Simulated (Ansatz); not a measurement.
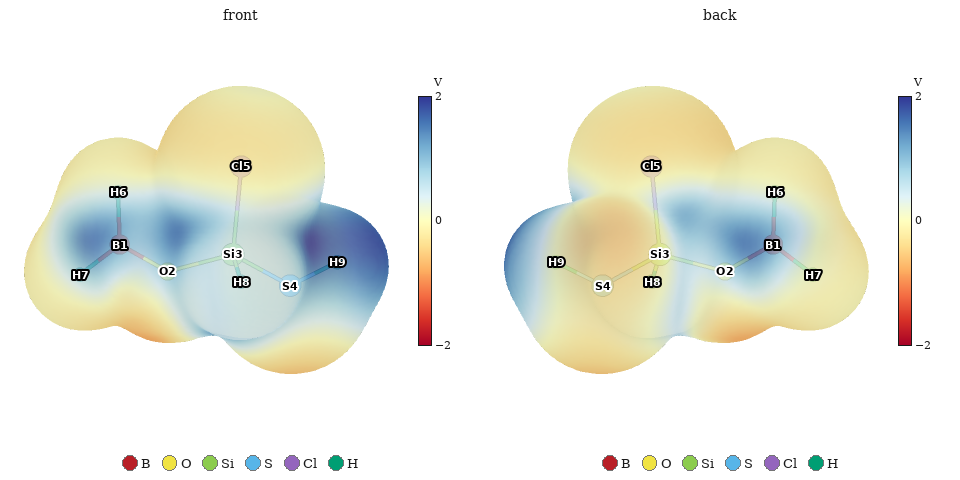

BClH4OSSi (SMILES BO[SiH](S)Cl). The molecular electrostatic potential painted on the density surface at 0.002 e/bohr³, seen from the front and from behind; red is negative and blue positive.

Level of theory: RKS r2SCANh/def2-SVP (Ansatz 0.2.0).

Input

```
crystal:
  periodic: [false, false, false]
  atoms:
    - { symbol: B, position_ang: [0.1187, 1.4891, 1.1691] }
    - { symbol: O, position_ang: [-0.0523, 1.2387, -0.2715] }
    - { symbol: Si, position_ang: [-0.0649, -0.4734, -0.4166] }
    - { symbol: S, position_ang: [-0.6442, -1.0212, -2.3619] }
    - { symbol: Cl, position_ang: [1.9203, -1.2029, -0.1521] }
    - { symbol: H, position_ang: [1.1358, 1.713, 1.6405] }
    - { symbol: H, position_ang: [-0.8741, 1.6668, 1.822] }
    - { symbol: H, position_ang: [-0.8886, -1.071, 0.5876] }
    - { symbol: H, position_ang: [-0.5622, -2.3853, -2.0343] }
basis:
  gaussian: { orbitals: def2-SVP }
hamiltonian:
  xc: r2scanh
relax:
  f_tol: 0.015
  max_steps: 40
output:
  orbitals: {}
```

Command:

```sh
ansatz run input.yaml --threads 2 --pin off --max-ram 3072MiB --backend cpu --events-out ev --progress --plain --runs-dir out
```

The fields are those of the relaxed geometry.

### Which sites attract a positive test charge, and which a negative one?

A positive charge is drawn to the negative regions and a negative charge to the positive ones. The most negative region (about −0.7 V) lies over O2, the most positive (about +1.9 V) over Si3 and H9.
